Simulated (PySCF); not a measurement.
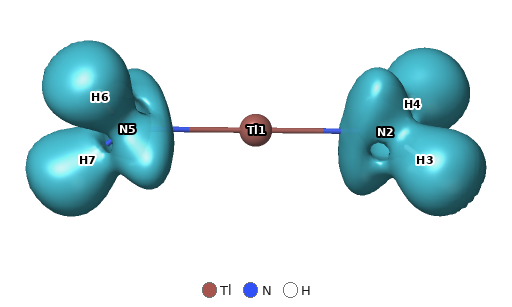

H₄N₂Tl (charge −1). Isosurface of the electron localisation function at 0.75 (cyan), seen at a tilt. Only the valence region is drawn (cores and ρ < 0.01 e/Å³ removed).

Core potentials replace the inner electrons of Tl; the highest occupied orbital lies above zero, a sign that basis and functional describe the outermost electron poorly.

Computed with PySCF 2.14.0, RKS PBE0, Tl def2-SVP with ECP60, N def2-SVP, H def2-SVP; non-relativistic Hamiltonian with scalar-relativistic core potentials where named; density fitting.

```yaml
atoms:
  - { symbol: Tl, position_ang: [0.0000, 0.0000, 0.0000] }
  - { symbol: N, position_ang: [0.0000, 0.0000, 2.5222] }
  - { symbol: H, position_ang: [0.5684, 0.5684, 3.1697] }
  - { symbol: H, position_ang: [-0.5684, -0.5684, 3.1697] }
  - { symbol: N, position_ang: [0.0000, 0.0000, -2.5222] }
  - { symbol: H, position_ang: [0.5684, -0.5684, -3.1697] }
  - { symbol: H, position_ang: [-0.5684, 0.5684, -3.1697] }
```

### Describe the localisation domains.

The surface consists of two joined regions spread over several atoms (H, N), in which their bonds and any lone pairs are merged. Profiles from the grid: Tl–N (2.52 Å): the ELF peaks at about 0.90 in the valence shell of N, 0.7 Å from its nucleus, and drops to about 0.10 between the two atoms. N–H (1.03 Å): the ELF climbs to about 1 towards the hydrogen, as it does in any bond to H; an ordinary covalent bond to hydrogen.
